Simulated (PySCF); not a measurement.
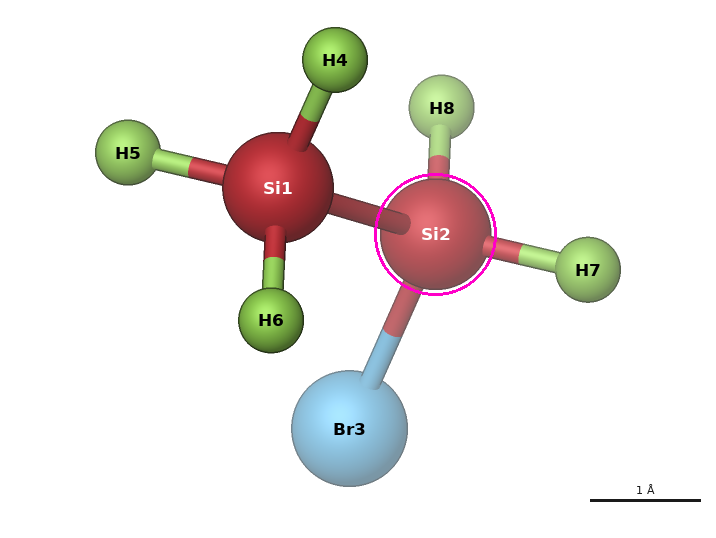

Orthographic view. Atoms fade into the background with distance from the viewer. Computed geometry: PBE0-D3(BJ)/def2-SVP optimisation. No frequency run is at hand to confirm it as a minimum.

> Name the neighbours of the circled atom.

The circled atom is Si2; it is bonded to Si1, Br3, H7, H8.

> Of Si1 and Si2, which is nearer the viewer?

Si1; the bond to Si2 points away from the viewer, so it looks shorter than its 2.34 Å.

> Which two atoms are farthest apart in space?

Br3 and H4, 5.01 Å.
